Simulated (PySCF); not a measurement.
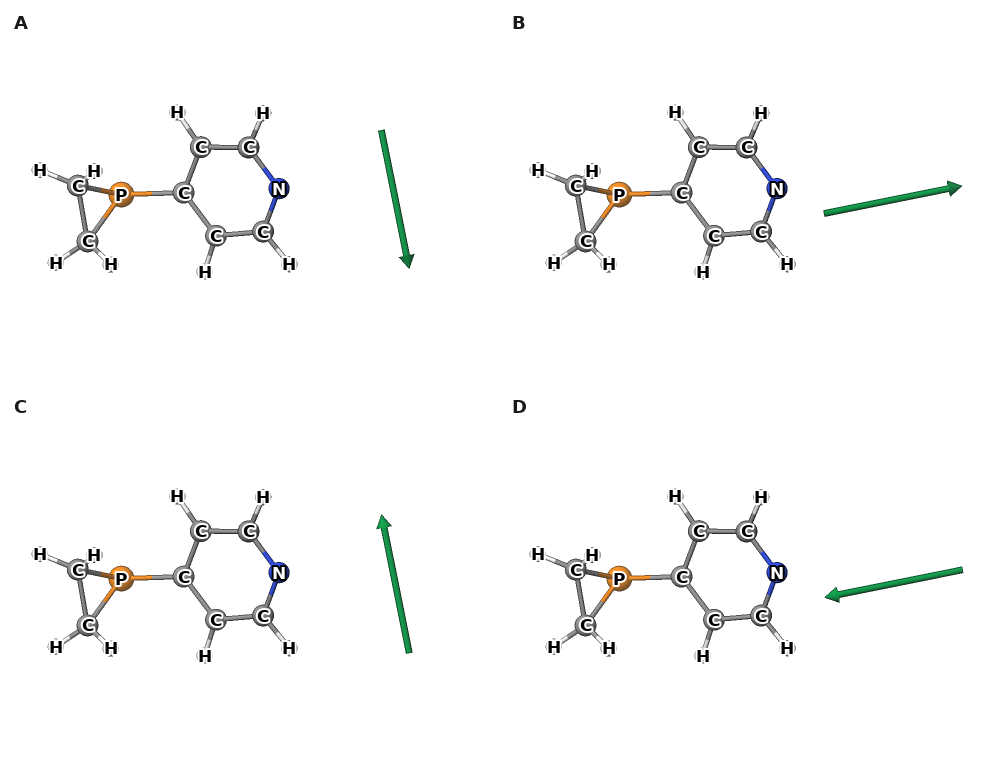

The same molecule four times, each with an arrow. The computed structure is the end point of a GFN2-xTB optimisation. No frequency run is at hand to confirm it as a minimum. Method: PBE0/pcSseg-1, gas phase (PySCF 2.14.0).

> Which arrow points along the dipole moment, from the negative to the positive end?

D. The dipole moment is 2.16 D.

The geometry is semi-empirical. Around P such bond lengths and angles can be off by a tenth of an ångström or more and by several degrees, and values that hang on the shape move with them.
